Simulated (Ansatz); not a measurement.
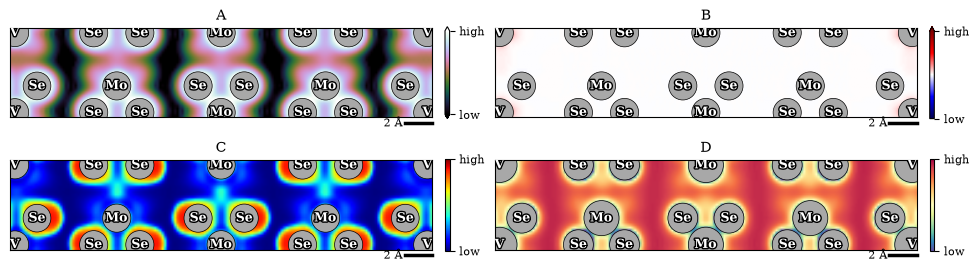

VMo$_{3}$Se$_{8}$: 4 fields on the (110) plane of the conventional cell, with unlabelled colour scales. Grey discs cover the atomic cores.

Space group P-6m2; a structure generated by program, which may or may not match a known phase; spin-polarised.

Computed with DFT PBE, scalar-relativistic, plane waves, PAW (Ansatz).

**The panels show electron localisation function, electrostatic potential energy of an electron, spin density and valence pseudo-density in some order. Assign them.**

Panel A: valence pseudo-density. Panel B: spin density (confined to the magnetic sites and close to zero elsewhere). Panel C: electron localisation function. Panel D: electrostatic potential energy of an electron (low next to the atoms, rising into the space between them). From the grid: V–Se (2.50 Å): ρ is about 0.47 e/Å³ halfway; the ELF is about 0.60 at the midpoint. Mo–Se (2.54 Å): the density is about 0.52 e/Å³ at the midpoint; the ELF is about 0.50 at the midpoint.
